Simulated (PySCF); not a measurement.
## A study: ClH3Sn, SMILES `Cl[SnH3]`

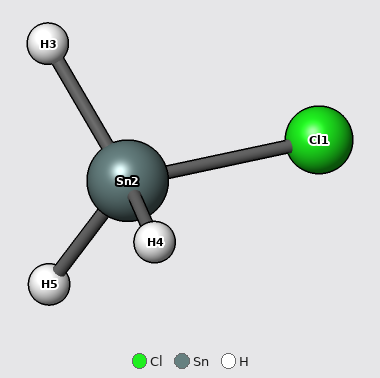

The molecule, with its atoms numbered as below. No frequency check shows the geometry to be a minimum.

Geometry (Å), atoms numbered from 1:

```
Cl1     -1.7493    0.0000   -0.0001
Sn2      0.5315    0.0000    0.0000
H3       1.0534    1.3703    0.8081
H4       1.0562    0.0147   -1.5890
H5       1.0534   -1.3850    0.7826
```

Part 1: Bonding charge

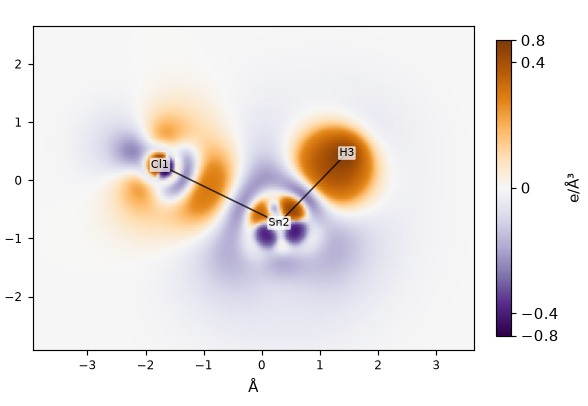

Deformation density (molecule less spherical, spin-averaged free atoms) in the plane of Cl1, Sn2 and H3; colour scale in e/Å³, logarithmic beyond ±0.1; orange: gain, purple: loss.

Method: ωB97X/def2-TZVP; geometry: GFN2-xTB; program: PySCF. Core potentials replace the inner electrons of Sn; spin–orbit coupling isn't included.

Question: Describe the bonding that the map shows.

Answer: Sn2–H3: +0.24 e/Å³ at the bond critical point (bond length 1.67 Å, Mayer order 0.9). Cl1–Sn2: +0.07 e/Å³ at the bond critical point (bond length 2.28 Å, Mayer order 1.0). In all, 1.2 electrons gather in the regions of gain relative to the promolecule. A small or negative value marks a very polar bond, one between electron-rich atoms, whose free-atom densities already overlap strongly, a long bond to a heavier atom, or a closed-shell contact such as a hydrogen bond.

Question: Where do the Hirshfeld charges lie?

Answer: The highest Hirshfeld charge is on Sn2 (+0.48 e), the lowest on Cl1 (−0.21 e).

Part 2: Bond critical points

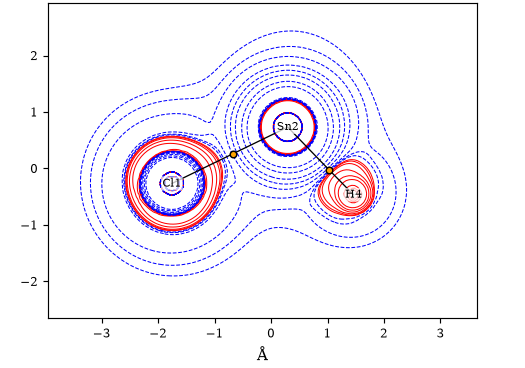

Negative Laplacian of the density (−∇²ρ) in the plane of Cl1, Sn2 and H4 (solid red lines positive, dashed blue lines negative, contours at ±0.02 to ±8 a.u.), with bond paths and bond critical points (dots).

Question: Sort the bonds in the plane by the sign of ∇²ρ at their critical points.

Answer: At none is it concentrated. Depleted (∇²ρ > 0): Sn2–H4 (+0.08 a.u., H = −0.066); Cl1–Sn2 (+0.22 a.u., H = −0.035).

Question: Where along Sn2–H4 does the critical point lie?

Answer: 1.05 Å from Sn2 and 0.62 Å from H4.

Part 3: Electrostatic potential

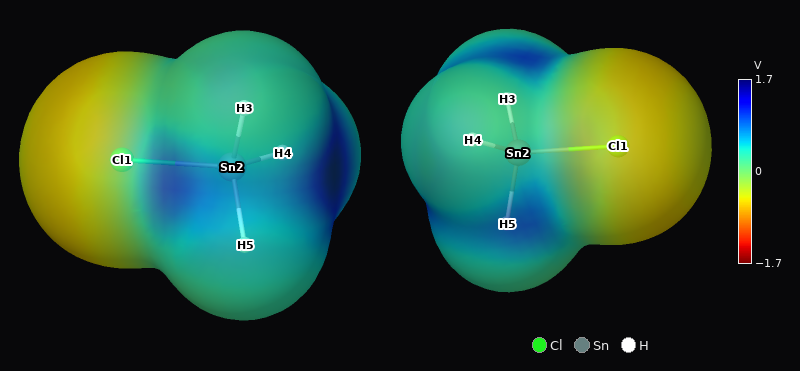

Electrostatic potential on the surface of electron density 0.001 a.u. (back view left, front view right).

Question: Where are the extremes of the potential on the surface?

Answer: Highest: 1.70 V, near Sn2 (2.13 Å), H5 (2.14 Å) and H4 (2.27 Å). Further maxima include 1.10 V, about equally far (2.2 Å) from Sn2, H3 and H4, and at like points elsewhere; −0.35 V, 2.0 Å from Cl1. Lowest: −0.60 V, 2.1 Å from Cl1, and at like points elsewhere. The surface is sampled at points, so like sites can differ by a few per cent and only the strongest of them is named.

Part 4: In an electric field

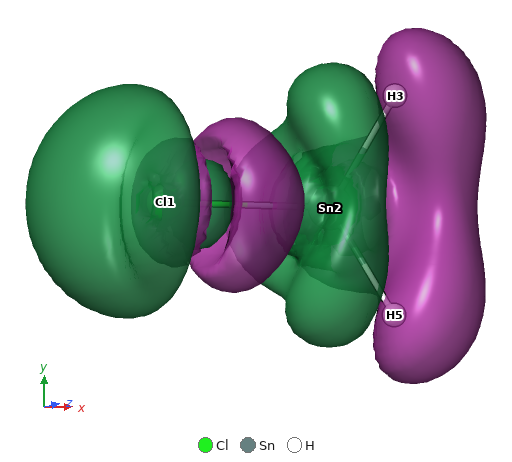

Change of the electron density in a uniform field of 0.21 V/Å, surfaces at ±0.001 e/Å³ (green: gain, purple: loss).

Level of theory: ωB97X/def2-TZVP (PySCF), at a geometry from GFN2-xTB. Core potentials replace the inner electrons of Sn; spin–orbit coupling isn't included. A basis without diffuse functions makes polarisabilities too small.

Question: Along which Cartesian direction does the field point?

Answer: Along +x: electrons gather on the −x side, against the field.

Question: What dipole is induced, and what polarisability does it imply?

Answer: The induced dipole is 0.57 D (along the field); α along this axis, from the fields in both directions, is 56 bohr³ (8.4 Å³).

Question: Which atoms gain and lose the most charge?

Answer: Electrons gather most on Cl1 (Hirshfeld charge changes by −0.023 e) and leave Sn2 most (+0.007 e); 0.047 electrons are displaced in all.

The PySCF runs shown took 9.8 s and 19 s on 1 thread of Arm Neoverse V1 (shared host).
